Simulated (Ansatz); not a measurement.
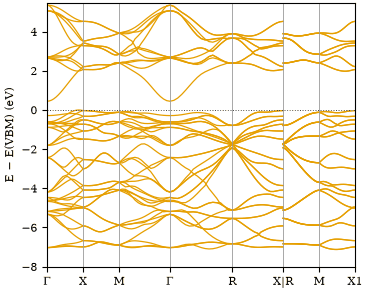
*Band structure from plane-wave PAW LDA (Ansatz code)*

Question: Read off the gap and where the band edges lie.

Answer: About 0.4 eV (0.45 eV by a search for the band edges); maximum on the Γ–X line, 89 % of the way from Γ, minimum at Γ.

Question: Which of these materials gives this?
A. VCu3S4, P-43m (V on 1a, Cu on 3d, S on 4e)
B. MgTe2, Pa-3 (Mg on 4a, Te on 8c)
C. Li3VS4, P-43m (Li on 3d, V on 1a, S on 4e)
D. RuS2, Pa-3 (Ru on 4a, S on 8c)

Answer: D, RuS2, Pa-3 (Ru on 4a, S on 8c)

Symmetry was held in the LDA relaxation. The run is not spin-polarised. Scalar-relativistic: spin–orbit coupling is off unless named, which matters more the heavier the elements.

Potentials: the later of the program's two PAW sets.
